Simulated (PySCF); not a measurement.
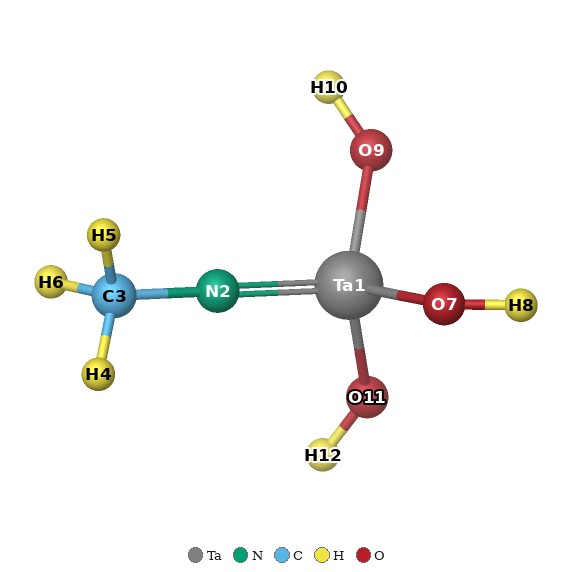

Atoms carry their numbers in the input. The species is neutral and a spin singlet. The computed structure is the end point of a PBE0-D3(BJ)/def2-SVP optimisation. No frequency run is at hand to confirm it as a minimum.

What is the geometry at N2?

Answer. N2 has 2 neighbours (Ta1 at 1.77, C3 at 1.42 Å); the arrangement is linear.

Describe the coordination of atom 11.

Answer. O11 has 2 neighbours (Ta1 at 1.92, H12 at 0.96 Å); the arrangement is bent.

What is the geometry at O9?

Answer. O9 has 2 neighbours (Ta1 at 1.92, H10 at 0.96 Å); the arrangement is bent.

How are the neighbours of atom 3 arranged?

Answer. C3 has 4 neighbours (N2 at 1.42, H4 at 1.10, H5 at 1.11, H6 at 1.11 Å); the arrangement is tetrahedral.
